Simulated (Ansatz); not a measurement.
## Pd: response to strain

Consider Pd in the fcc (Cu type) structure (space group Fm-3m, No. 225; a = 3.878 Å; relaxed with 0.1 eV smearing). Axes: x, y, z lie along the cube axes.

Strains are applied to the cell and any free atomic positions relax; under biaxial strain the out-of-plane vector relaxes too.

Calculations: PBEsol in Ansatz (plane waves to 420 eV, PAW, without spin-orbit coupling).

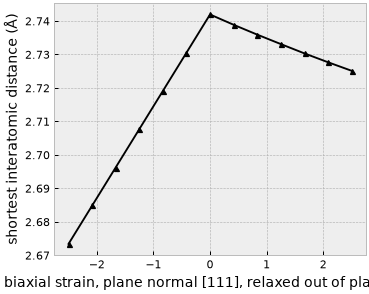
Shortest interatomic distance against biaxial strain, plane normal [111], relaxed out of plane

Q: From the plot, what is the shortest interatomic distance for biaxial strain −0.83 %, plane normal [111], relaxed out of plane?

A: About 2.719 Å.

Q: Is the trend monotonic over the range shown?

A: No, it turns within the range, spanning 2.673 Å to 2.742 Å.

Stability against distortions was not tested. All final runs are without spin polarisation. Pd lies near a magnetic instability that expansion can trigger; it was not tested.

Ansatz is an electronic-structure program.
